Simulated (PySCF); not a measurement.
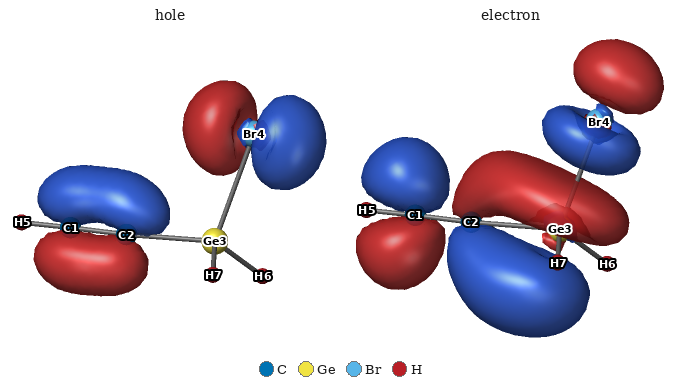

C2H3BrGe, SMILES `C#[C][GeH2][Br]`. Leading natural transition orbital pair of S₂ (TDA singlet states); the surfaces enclose about 70 % of each orbital's density.

Method: CAM-B3LYP/def2-SVP; geometry: GFN2-xTB; program: PySCF. No frequency check shows the geometry to be a minimum. GFN2-xTB bond lengths at metals and heavier atoms can be off by up to 0.1 Å and shapes distorted, which carries into these values. Without diffuse functions Rydberg states are missing, so the states' numbers hold for this basis only.

Input script:

```python
import numpy as np
from pyscf import gto, scf, dft, tdscf
from pyscf.scf import atom_ks, atom_hf
from scipy.linalg import block_diag

def solve(mol, dm0=None, hcore=None):
    mf = (dft.UKS if mol.spin else dft.RKS)(mol, xc='camb3lyp')
    mf.grids.level = 3
    mf = mf.density_fit(auxbasis='def2-universal-jkfit')
    mf.conv_tol, mf.max_cycle = 1e-8, 80
    if hcore is not None:
        mf.get_hcore = lambda *args: hcore
    mf.kernel(dm0)
    if not mf.converged:
        mf = mf.newton().run(mf.mo_coeff, mf.mo_occ, max_cycle=30)
    assert mf.converged, 'SCF not converged'
    return mf

mol = gto.M(atom='''
C     -2.81460     1.31901     0.00050
C     -1.94528     0.48758    -0.00224
Ge    -0.51717    -0.76263     0.00004
Br     1.42186     0.42069     0.00001
H     -3.58654     2.03541     0.00265
H     -0.53321    -1.60067    -1.24882
H     -0.53686    -1.59426     1.25505
''', basis='def2-svp', charge=0, spin=0, verbose=4)
mf = solve(mol)
td = mf.TDA()
td.nstates, td.singlet, td.conv_tol = 4, True, 1e-5
td.kernel()
td.analyze()
x, y = np.array([p[0] for p in td.xy]), np.array([p[1] + 0 * p[0] for p in td.xy])
f, mu = td.oscillator_strength(), td.transition_dipole()
nto = [td.get_nto(state=i + 1, verbose=4) for i in range(len(td.e))]
# spherically averaged free atoms, for the promolecule
atm = atom_ks.get_atm_nrks(mol, xc='camb3lyp')
pro = block_diag(*[(atm[a[0]][2] * atm[a[0]][3]) @ atm[a[0]][2].T for a in mol._atom])
np.savez('result.npz', e=td.e, f=f, ok=td.converged, w=[n[0] for n in nto], nto=[n[1] for n in nto], x=x, y=y, c=mf.mo_coeff, occ=mf.mo_occ, eps=mf.mo_energy, pro=pro, mu=mu)
```

Launched as:

```sh
OMP_NUM_THREADS=1 python input.py
```

The run took 70 s on 1 thread of AMD EPYC 9R14 (Zen 4), on a shared host, peak memory 0.61 GiB.

### Give its energy and the atoms that hole and electron lie on.

6.34 eV (196 nm), f = 0.020; the leading pair carries 69 %; hole on C1 (31 %), Br4 (31 %) and C2 (30 %), electron on Ge3 (27 %), C1 (25 %) and C2 (22 %) (shares are of the whole state, not of the leading pair alone); their centroids lie 0.5 Å apart; S₃ lies within 0.1 eV of it. In canonical orbitals it is mainly HOMO−1 → LUMO (61 %). The HOMO–LUMO gap is 9.84 eV.
